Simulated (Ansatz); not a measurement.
# Ge₂O: what the fields show

Input file:

```
crystal:
  periodic: [false, false, false]
  atoms:
    - {symbol: Ge, position_ang: [0.237523, 0.879239, 0.954607]}
    - {symbol: Ge, position_ang: [0.648603, -0.770237, -0.852525]}
    - {symbol: O, position_ang: [-0.886126, -0.109002, -0.102083]}
basis:
  gaussian: {orbitals: def2-TZVP, initial_orbitals: start.molden}
hamiltonian: {xc: pbe0, dispersion: d4}
output: {orbitals: {seedname: orbitals}}
```

Run with:

```sh
ansatz run in.yaml --threads 4 --pin off --events-out ev --progress --plain --max-ram 3916MiB
```

Geometry: r2SCAN-D4/def2-TZVP.

The calculation used Ansatz, RKS PBE0-D4/def2-TZVP.

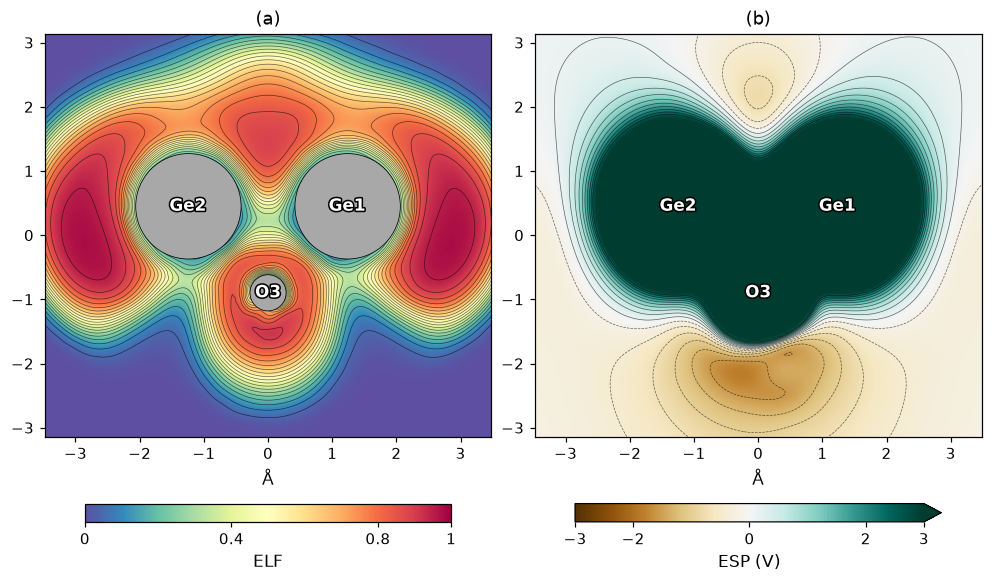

Figure 1. (a) ELF; (b) molecular electrostatic potential on the molecular plane. Grey discs cover the atomic cores in the ELF map.

Read the bonding off the picture.

Answer.
- Atoms in the plane: Ge and O.
- Ge–O (1.83 Å): the ELF peaks at about 0.85 in the valence shell of O, 0.6 Å from its nucleus, and is about 0.30 at the midpoint.
- Ge–Ge (2.48 Å): the ELF is about 0.45 at the midpoint.
- The ELF also peaks beside O3, away from the bonds: lone-pair regions.
- Outside the dense part of the molecule the potential is most negative (−1.8 V) near O3.

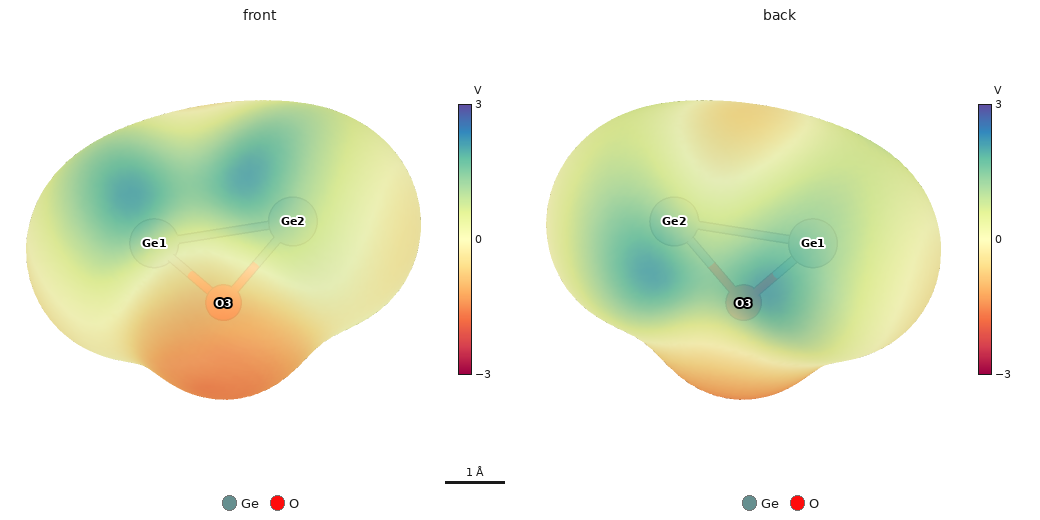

Figure 2. The molecular electrostatic potential painted on the density surface at 0.002 e/bohr³, seen from the front and from behind; the colour scale runs from red (negative) to blue (positive).

Describe the electrostatic potential map.

Answer. The most negative region (about −1.6 V) lies over O3, the most positive (about +2.0 V) over Ge1 and Ge2. O3 is the likeliest acceptor of a hydrogen bond.

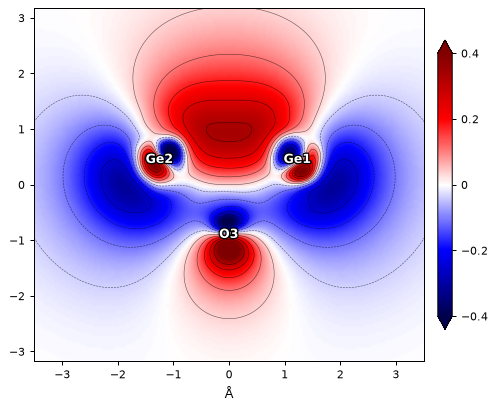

Figure 3. The HOMO on the molecular plane (values in Å⁻³ᐟ²; the overall sign is arbitrary).

What is the character of this orbital?

Answer. It lies mainly on Ge1 (about 45 %), Ge2 (about 45 %) and O3 (about 10 %); it is symmetric in the molecular plane (an in-plane orbital: σ, lone-pair or in-plane π type). Its energy is −5.27 eV.
